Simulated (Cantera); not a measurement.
Charge: 1 mol Pb, 7.9 mol CO, 89 mol H₂, held at 77.0 mbar.

Method: chemical equilibrium by Gibbs-energy minimisation in Cantera with the NASA 1993 tables (ideal gas, pure condensed phases). Candidate condensed phases: C, C₆H₆, C₇H₈, C₈H₁₈, H₂O, Pb, PbO, PbO₂, Pb₃O₄; 113 gas species. The numbers say what is thermodynamically allowed, not how fast it happens.

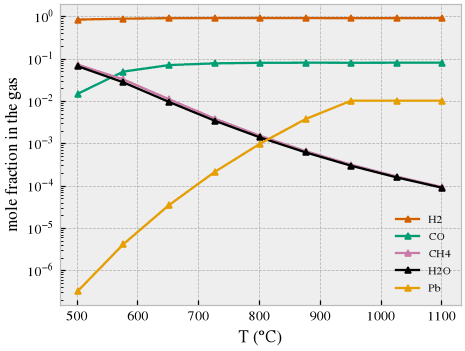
Figure: Equilibrium gas composition (values under 1e-9 drawn at 1e-9)

From 502 °C to 877 °C the condensed part is Pb(l). From 952 °C to 1102 °C nothing is condensed. The main Pb-bearing gas is Pb throughout.
